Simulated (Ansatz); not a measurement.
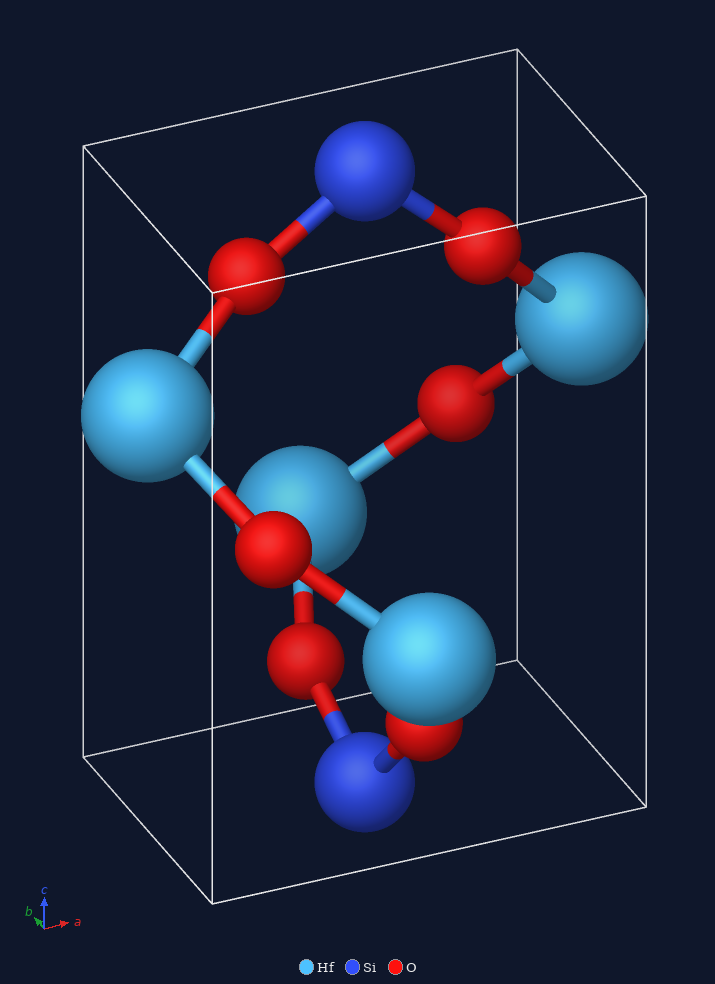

An orthographic ball-and-stick view of the structure, slightly off an axis. One simulation cell is framed, with atoms on its boundary repeated.

```xyz
9
Lattice="4.8934 -3.0014 0.0418 4.8934 3.0014 0.0418 -0.0627 0.0000 6.4137" Properties=species:S:1:pos:R:3 pbc="T T T"
Hf    7.2939   -1.5004    4.4173
Hf    2.4301   -1.5004    2.0799
Si    4.8306   -0.0002    6.4555
O     5.7776   -0.9452    5.5137
O     7.7889    0.0001    3.2754
O     5.8346    0.9449    0.9891
O     3.9464   -0.9452    0.9836
O     1.9351    0.0001    3.2219
O     3.8893    0.9449    5.5082
```

All computed values are from DFT PBE, scalar-relativistic, plane waves, PAW in Ansatz. Settings: wavefunction cutoff 420 eV, k-mesh 6×6×4, Gaussian smearing of 0.02 eV, no spin polarisation.

Give the Bader charge of each element.

Hf +2.59 e; Si +3.27 e; O -1.48 to -1.26 e. The transfer is large, as in an ionic solid.

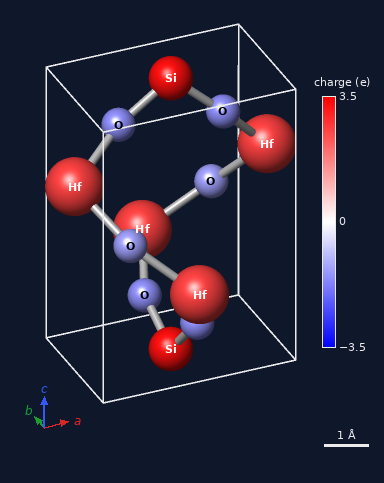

The atoms coloured by those charges.

The model was built from a structure type filled with these elements by a generator (whether the compound takes this form wasn't checked). Earlier steps of the study may have refined or changed the cell and positions. It was run through Ansatz as a DFT input.
